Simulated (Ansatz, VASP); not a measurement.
# NbSi in two plane-wave programs, part 2 of 2

One calculation is typed for both programs; each brings its own data sets. How far apart do they land? The cell is invented: As first built, before any earlier steps moved the atoms (in the runner's words): it takes the TaC structure with all of its atoms replaced by other elements, volume scaled by an estimate. It may not be a known or stable phase. The cell is taken from a series of VASP runs on this material, whose earlier steps may have relaxed, scaled or displaced it; both programs get it as it stands. Valence electrons are named where the data sets of a main pair hold unlike numbers.

VASP 6.6.1 and Ansatz 0.2.0.

So far. Step 3 (VASP: band structure, PBE): The run ends at a pressure of 0.25 GPa.

**5. VASP: band structure, LDA**

Level of this step: LDA; plane waves and PAW (Nb_sv, Si); invented cell (VASP).

A single point gives forces, pressure and levels at one fixed geometry, so differences don't come from the geometry; what else differs is listed under the comparison.

INCAR reads:

```
SYSTEM = NbSi
PREC = Accurate
ENCUT = 400
EDIFF = 1E-06
NELM = 100
ISMEAR = 0
SIGMA = 0.02
LREAL = .FALSE.
ALGO = Normal
GGA = CA
LORBIT = 11
LWAVE = .FALSE.
LCHARG = .FALSE.
KPAR = 4
```

POSCAR reads:

```
NbSi
1.0
    0.0000000000      2.5712175395      2.5712175395
    2.5712175395      0.0000000000      2.5712175395
    2.5712175395      2.5712175395      0.0000000000
Nb Si
1 1
Direct
    0.0000000000      0.0000000000      0.0000000000
    0.5000000000      0.5000000000      0.5000000000
```

KPOINTS reads:

```
Automatic mesh
0
Gamma
5 5 5
0 0 0
```

KPOINTS_OPT reads:

```
Line mode
16
Line-mode
Reciprocal
  0.00000000   0.00000000   0.00000000 GAMMA
  0.50000000   0.00000000   0.50000000 X

  0.50000000   0.00000000   0.50000000 X
  0.50000000   0.25000000   0.75000000 W

  0.50000000   0.25000000   0.75000000 W
  0.37500000   0.37500000   0.75000000 K

  0.37500000   0.37500000   0.75000000 K
  0.00000000   0.00000000   0.00000000 GAMMA

  0.00000000   0.00000000   0.00000000 GAMMA
  0.50000000   0.50000000   0.50000000 L

  0.50000000   0.50000000   0.50000000 L
  0.62500000   0.25000000   0.62500000 U

  0.62500000   0.25000000   0.62500000 U
  0.50000000   0.25000000   0.75000000 W

  0.50000000   0.25000000   0.75000000 W
  0.50000000   0.50000000   0.50000000 L

  0.50000000   0.50000000   0.50000000 L
  0.37500000   0.37500000   0.75000000 K

  0.62500000   0.25000000   0.62500000 U
  0.50000000   0.00000000   0.50000000 X
```

PAW data sets: Nb_sv and Si (PBE family, release 64).

Run with:

```bash
mpirun -np 4 vasp_std
```

Numbers of over 12 decimals in the logs are rounded to 6 here.

Log:

```text
[banner, memory and clock lines left out]
running    4 mpi-ranks, on    1 nodes
[...]
|                                                                             |
|               ----> ADVICE to this user running VASP <----                  |
|                                                                             |
|     You enforced a specific xc type in the INCAR file but a different       |
|     [... a line on the potential file left out ...]
|     I HOPE YOU KNOW WHAT YOU ARE DOING!                                     |
|                                                                             |

 LDA part: xc-table for (Slater(with rela. corr.)+CA(PZ))
 , standard interpolation
 POSCAR, INCAR and KPOINTS ok, starting setup
[...]
entering main loop
       N       E                     dE             d eps       ncg     rms          rms(c)
DAV:   1     0.976234843943E+02    0.97623E+02   -0.79007E+03   240   0.111E+03
DAV:   2    -0.134078392883E+02   -0.11103E+03   -0.10729E+03   280   0.377E+02
[...]
1 F= -.17686781E+02 E0= -.17686361E+02  d E =-.839738E-03
 Start KPOINTS_OPT (optional k-point list driver)
k-point batch [1-10\160]
       N       E                     dE             ncg
DAV:   1    -0.367221985732E+03   -0.19831E+04      240
DAV:   2    -0.156252353282E+04   -0.11953E+04      304
DAV:   3    -0.161622098885E+04   -0.53697E+02      376
DAV:   4    -0.161873189742E+04   -0.25109E+01      360
DAV:   5    -0.161879815609E+04   -0.66259E-01      364
DAV:   6    -0.161880246484E+04   -0.43088E-02      380
DAV:   7    -0.161880252150E+04   -0.56658E-04      288
DAV:   8    -0.161880253098E+04   -0.94785E-05      240
DAV:   9    -0.161880253107E+04   -0.87656E-07      216
[...]
k-point batch [151-160\160]
       N       E                     dE             ncg
DAV:   1    -0.529481244688E+03   -0.62477E+04      248
DAV:   2    -0.158133213656E+04   -0.10519E+04      308
DAV:   3    -0.162066722622E+04   -0.39335E+02      348
DAV:   4    -0.162318988305E+04   -0.25227E+01      372
DAV:   5    -0.162328713584E+04   -0.97253E-01      364
DAV:   6    -0.162329061456E+04   -0.34787E-02      376
DAV:   7    -0.162329069546E+04   -0.80900E-04      352
DAV:   8    -0.162329070234E+04   -0.68792E-05      296
DAV:   9    -0.162329070280E+04   -0.45603E-06      204
```

Parts of OUTCAR (step 5):

```text
  Total       -1.3440343     -1.3440343     -1.3440343      0.0000000     -0.0000000      0.0000000
  in kB      -63.3394786    -63.3394786    -63.3394786      0.0000000     -0.0000000      0.0000000
  external PRESSURE =     -63.3394786 kB  Pullay stress =       0.0000000 kB

 POSITION                                       TOTAL-FORCE (eV/Angst)
 -----------------------------------------------------------------------------------
      0.00000      0.00000      0.00000        -0.000000      0.000000     -0.000000
      2.57122      2.57122      2.57122         0.000000     -0.000000      0.000000
 -----------------------------------------------------------------------------------
    total drift:                                0.000000     -0.000000     -0.000000

  FREE ENERGIE OF THE ION-ELECTRON SYSTEM (eV)
  ---------------------------------------------------
  free  energy   TOTEN  =       -17.6867809178 eV

  energy  without entropy=      -17.6859411798  energy(sigma->0) =      -17.68636105

[... 2 parts as in an earlier step ...]

[... 1 further part left out ...]
[key lines of the parts left out:]
E-fermi :   9.8289
```

The PAW data sets were made with PBE, though LDA sets exist; pressures can shift by 1 GPa and more with it. At this level the cell is under a tension of 6.3 GPa, so at these settings it is away from equilibrium.

**6. Ansatz: band structure, LDA**

The same cell, functional (in two slightly different forms), mesh and smearing now go to Ansatz, which takes its cutoff from its data sets.

The cell is taken from a series of VASP runs on this material, whose earlier steps may have relaxed, scaled or displaced it; both programs get it as it stands.

input.yaml reads:

```yaml
crystal:
  lattice:
    - [0.0, 2.5712175395, 2.5712175395]
    - [2.5712175395, 0.0, 2.5712175395]
    - [2.5712175395, 2.5712175395, 0.0]
  atoms:
    - { symbol: Nb, position: [0.0, 0.0, 0.0] }
    - { symbol: Si, position: [0.5, 0.5, 0.5] }
hamiltonian:
  xc: lda
  pseudopotentials: { kind: paw }
kpoints:
  mp_grid: { grid: [5, 5, 5] }
  band_path:
    path:
      - [0.0, 0.0, 0.0]
      - [0.16667, 0.0, 0.16667]
      - [0.33333, 0.0, 0.33333]
      - [0.5, 0.0, 0.5]
      - [0.5, 0.08333, 0.58333]
      - [0.5, 0.18333, 0.68333]
      - [0.5, 0.25, 0.75]
      - [0.45, 0.3, 0.75]
      - [0.40833, 0.34167, 0.75]
      - [0.35, 0.35, 0.7]
      - [0.225, 0.225, 0.45]
      - [0.075, 0.075, 0.15]
      - [0.03333, 0.03333, 0.03333]
      - [0.23333, 0.23333, 0.23333]
      - [0.4, 0.4, 0.4]
      - [0.51667, 0.46667, 0.51667]
      - [0.55833, 0.38333, 0.55833]
      - [0.60833, 0.28333, 0.60833]
      - [0.60833, 0.25, 0.64167]
      - [0.55833, 0.25, 0.69167]
      - [0.51667, 0.25, 0.73333]
      - [0.5, 0.3, 0.7]
      - [0.5, 0.38333, 0.61667]
      - [0.5, 0.48333, 0.51667]
      - [0.475, 0.475, 0.55]
      - [0.425, 0.425, 0.65]
      - [0.38333, 0.38333, 0.73333]
      - [0.59167, 0.18333, 0.59167]
      - [0.55, 0.1, 0.55]
      - [0.5, 0.0, 0.5]
    npoints: 1
scf:
  occupations: { method: gaussian, width: 0.02 }
  n_extra_bands: 7
output:
  forces: true
  stress: true
  eigenvalues: true
  write_density: true
  write_potential: true
  elf: true
  volumetric_format: npy
```

Run with:

```bash
ansatz run input.yaml --threads 2 --pin off --max-ram 4608MiB --backend cpu --events-out ev --progress --plain --runs-dir out
```

Log:

```text
[...]
Crystal: 2 atoms, lattice volume = 33.997 Å³
Basis set: ecut = 420 eV, 645 PW (Γ)
Bands: 16, of which v1, the nominal top of the filled ones, is band 9 counted from 1 (8 counted from 0)
Symmetry: 48 space group operations
[...]
k-points: 10 of 125
[...]
k-point 0: bands = [... 5 lower, 12.4855, 12.4855, 12.4855, 13.0654, 13.0654, 16.1936, 16.1936, 16.1936, ... 3 higher]
  k-point 1: bands = [... 5 lower, 11.2274, 11.7613, 11.7613, 13.2372, 13.2372, 15.6657, 18.2424, 18.2424, ... 3 higher]
  k-point 2: bands = [... 5 lower, 8.7185, 10.7157, 10.7157, 14.6671, 14.6671, 15.9118, 18.9647, 20.8503, ... 3 higher]
  k-point 9: bands = [... 5 lower, 9.5988, 10.3542, 11.1536, 14.4885, 15.2611, 16.0040, 16.3475, 18.4056, ... 3 higher]
[key lines of the parts left out:]
SCF converged after 6 iterations
Free energy (F): -5051.711023 eV
Fermi energy:    13.514139 eV
P = ⅓ Tr σ = -6.5892 GPa (-65.892 kbar)
```

The job ended after 1.3 s (2 threads of Arm Neoverse N1, shared host; peak memory 0.26 GiB; 1.8 s of CPU time).

**7. Comparison**

What differs besides the data sets and the points named for the pairs above, as far as they apply: the two LDA forms differ slightly; Ansatz makes its cores anew for this functional, VASP keeps those of its PBE data sets; VASP's log shows a relativistic correction to its local exchange, Ansatz's none. Total energies have different zeros and are not compared.

Compared:

| quantity | Ansatz | VASP | difference |
| --- | --- | --- | --- |
| pressure (GPa) | -6.59 | -6.33 | -0.26 |

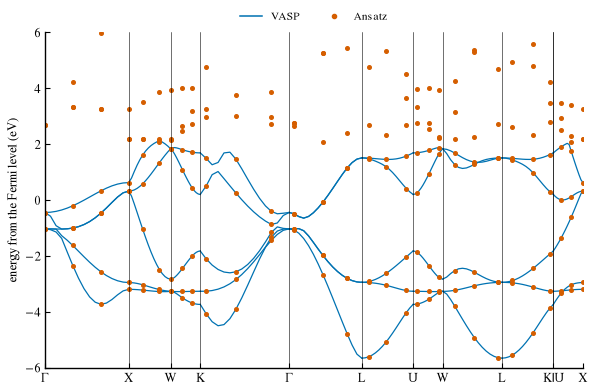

Bands from VASP (lines) and levels from Ansatz (dots). Dots without a line are higher empty bands that the VASP plot leaves out.

Levels from 3 eV below to 2 eV above the Fermi level differ by 5 meV r.m.s. and 13 meV at most; each VASP level is matched to the nearest of Ansatz, which flatters the figure a little.

**8. Ansatz: band structure, PBE, spin-orbit coupling**

With cell and atoms fixed, the geometry can't cause a difference; cores, projectors, grids and the points listed under the comparison can.

The cell is taken from a series of VASP runs on this material, whose earlier steps may have relaxed, scaled or displaced it; both programs get it as it stands.

Changes to input.yaml since step 6:

```diff
@@ -9,6 +9,9 @@
 hamiltonian:
-  xc: lda
-  pseudopotentials: { kind: paw }
+  xc: pbe
+  pseudopotentials: { kind: paw_fr }
+magnetization:
+  noncollinear: true
+  spin_orbit: true
 kpoints:
-  mp_grid: { grid: [5, 5, 5] }
+  mp_grid: { grid: [7, 7, 7] }
   band_path:
@@ -48,3 +51,3 @@
   occupations: { method: gaussian, width: 0.02 }
-  n_extra_bands: 7
+  n_extra_bands: 14
 output:
@@ -53,5 +56 @@
   eigenvalues: true
-  write_density: true
-  write_potential: true
-  elf: true
-  volumetric_format: npy
```

Log:

```text
[...]
non-collinear run that drives no moment, with spin-orbit: no starting moment large enough to seed its density (crystal.atoms[].spin), no starting occupations that ask for one, no magnetisation constraint and no magnetic field, so the semilocal B_xc is pinned to zero
Crystal: 2 atoms, lattice volume = 33.997 Å³
[...]
k-point 1: bands = [... 13 lower, 12.3802, 12.4507, 12.4507, 13.2049, 13.2049, 13.2469, 13.2469, 16.0945, ... 10 higher]
  k-point 2: bands = [... 13 lower, 11.4231, 11.4598, 11.4598, 14.0805, 14.0805, 14.1071, 14.1071, 15.8791, ... 10 higher]
  k-point 19: bands = [... 13 lower, 10.4684, 11.3189, 11.3189, 14.8352, 14.8352, 15.4197, 15.4197, 16.4308, ... 10 higher]
[key lines of the parts left out:]
SCF converged after 8 iterations
Magnetization: |M| = 0.0000 μB,  M = (+0.0000, +0.0000, +0.0000) μB
Free energy (F): -5189.537033 eV
Fermi energy:    14.122315 eV
P = ⅓ Tr σ = 0.6658 GPa (6.658 kbar)
```

Elapsed: 8.5 s, on 2 threads; peak memory 0.38 GiB.

**9. VASP: band structure, PBE, spin-orbit coupling**

The same cell, functional, mesh and smearing now go to VASP, with its own data sets.

Changes to INCAR since step 5:

```diff
@@ -9,3 +9,10 @@
 ALGO = Normal
-GGA = CA
+GGA = PE
+LNONCOLLINEAR = .TRUE.
+MAGMOM = 0 0 0 0 0 0
+NBANDS = 28
+GGA_COMPAT = .FALSE.
+LASPH = .TRUE.
+LSORBIT = .TRUE.
+LMAXMIX = 4
 LORBIT = 11
```

POSCAR is that of step 5.

KPOINTS reads:

```
Automatic mesh
0
Gamma
7 7 7
0 0 0
```

KPOINTS_OPT is that of step 5.

Run with:

```bash
mpirun -np 4 vasp_ncl
```

Log:

```text
[... set-up lines as in an earlier step ...]
 entering main loop
       N       E                     dE             d eps       ncg     rms          rms(c)
DAV:   1     0.123905223863E+03    0.12391E+03   -0.75239E+03  1128   0.978E+02
DAV:   2    -0.910094041603E+01   -0.13301E+03   -0.12807E+03  1456   0.363E+02
DAV:   3    -0.170975651901E+02   -0.79966E+01   -0.78579E+01  2084   0.665E+01
DAV:   4    -0.174296356605E+02   -0.33207E+00   -0.32940E+00  1552   0.113E+01
[...]
DAV:  10    -0.161677901377E+02   -0.22481E-04   -0.12161E-04  1656   0.999E-02    0.103E-01
DAV:  11    -0.161677982704E+02   -0.81326E-05   -0.71988E-05  1280   0.978E-02    0.805E-03
DAV:  12    -0.161677990584E+02   -0.78797E-06   -0.53801E-06  1808   0.198E-02
   1 F= -.16167799E+02 E0= -.16167662E+02  d E =-.273932E-03  mag=     0.0000    -0.0000     0.0000
 Start KPOINTS_OPT (optional k-point list driver)
k-point batch [1-20\160]
       N       E                     dE             ncg
DAV:   1    -0.147863047003E+03   -0.64897E+04     1128
DAV:   2    -0.292957368050E+04   -0.27817E+04     1432
DAV:   3    -0.310078771532E+04   -0.17121E+03     1964
DAV:   4    -0.310675750137E+04   -0.59698E+01     1496
DAV:   5    -0.310695581494E+04   -0.19831E+00     1712
DAV:   6    -0.310695770036E+04   -0.18854E-02     1408
DAV:   7    -0.310695777957E+04   -0.79209E-04     1692
DAV:   8    -0.310695778105E+04   -0.14788E-05     1168
DAV:   9    -0.310695778115E+04   -0.96291E-07      808
[...]
k-point batch [141-160\160]
       N       E                     dE             ncg
DAV:   1    -0.409878770420E+03   -0.12086E+05     1160
DAV:   2    -0.299446135350E+04   -0.25846E+04     1524
DAV:   3    -0.313588983147E+04   -0.14143E+03     1816
DAV:   4    -0.314402406270E+04   -0.81342E+01     1744
DAV:   5    -0.314415035815E+04   -0.12630E+00     1608
DAV:   6    -0.314415263073E+04   -0.22726E-02     1512
DAV:   7    -0.314415270602E+04   -0.75293E-04     1636
DAV:   8    -0.314415270820E+04   -0.21765E-05     1184
DAV:   9    -0.314415270831E+04   -0.11632E-06      864
```

From OUTCAR (step 9):

```text
  Total        0.0421204      0.0421204      0.0421204      0.0000000     -0.0000000     -0.0000000
  in kB        1.9849808      1.9849808      1.9849808      0.0000000     -0.0000000     -0.0000000
  external PRESSURE =       1.9849808 kB  Pullay stress =       0.0000000 kB

 POSITION                                       TOTAL-FORCE (eV/Angst)
 -----------------------------------------------------------------------------------
      0.00000      0.00000      0.00000        -0.000000      0.000000      0.000000
      2.57122      2.57122      2.57122         0.000000     -0.000000     -0.000000
 -----------------------------------------------------------------------------------
    total drift:                                0.000000     -0.000000     -0.000000

  FREE ENERGIE OF THE ION-ELECTRON SYSTEM (eV)
  ---------------------------------------------------
  free  energy   TOTEN  =       -16.1677990584 eV

  energy  without entropy=      -16.1675251264  energy(sigma->0) =      -16.16766209

 magnetization (x)
# of ion       s       p       d       tot
------------------------------------------
    1       -0.000  -0.000   0.000  -0.000
    2        0.000   0.000   0.000   0.000
--------------------------------------------------
tot         -0.000  -0.000   0.000  -0.000

 magnetization (y)
# of ion       s       p       d       tot
------------------------------------------
    1       -0.000   0.000   0.000  -0.000
    2        0.000  -0.000   0.000  -0.000
--------------------------------------------------
tot         -0.000  -0.000   0.000  -0.000

 magnetization (z)
# of ion       s       p       d       tot
------------------------------------------
    1       -0.000  -0.000   0.000  -0.000
    2        0.000   0.000   0.000   0.000
--------------------------------------------------
tot         -0.000  -0.000   0.000  -0.000

[... 1 part as in an earlier step ...]

[... 2 further parts left out ...]
[key lines of the parts left out:]
E-fermi :  10.4077
```

The run ends at a pressure of 0.20 GPa.

**10. Differences**

What differs besides the data sets and the points named for the pairs above, as far as they apply: spin-orbit coupling enters by fully relativistic files in Ansatz and inside the spheres in VASP. Total energies have different zeros and are not compared.

Both answers:

| quantity | Ansatz | VASP | difference |
| --- | --- | --- | --- |
| pressure (GPa) | 0.67 | 0.20 | +0.47 |

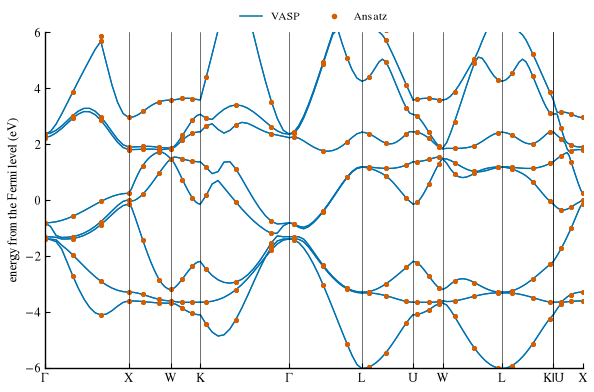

Bands from VASP (lines) and levels from Ansatz (dots). Dots without a line are higher empty bands that the VASP plot leaves out.

Levels from 3 eV below to 2 eV above the Fermi level differ by 1 meV r.m.s. and 3 meV at most; each VASP level is matched to the nearest of Ansatz, which flatters the figure a little.

**11. Outcome**

```json
{
  "r.m.s. difference of levels near the Fermi level (band structure, PBE)": "1.3 meV",
  "difference in pressure (band structure, PBE)": "0.52 GPa",
  "r.m.s. difference of levels near the Fermi level (band structure, LDA)": "4.8 meV",
  "r.m.s. difference of levels near the Fermi level (band structure, PBE, spin-orbit coupling)": "1.2 meV"
}
```

In words: The difference in pressure is 0.52 GPa (band structure, PBE), within the 1 GPa picked in this series as the mark of a large difference. 2 further runs of this series are not shown here. Such differences can come from data sets, numerical settings and the points named under the comparisons, not from the functional's error against experiment.

[Lines on the potential files, build, host, timing and source positions are cut from VASP's logs without a mark.]

[Logs are printed without paths, hosts, clocks, repeated set-up lines and the standing remarks that a program may print on its own settings, such as how far it seeks lower states.]

[Hosts, paths, dates, database ids (printed as entryN), source tags and the programs' standing remarks are cut or masked in the printed files.]
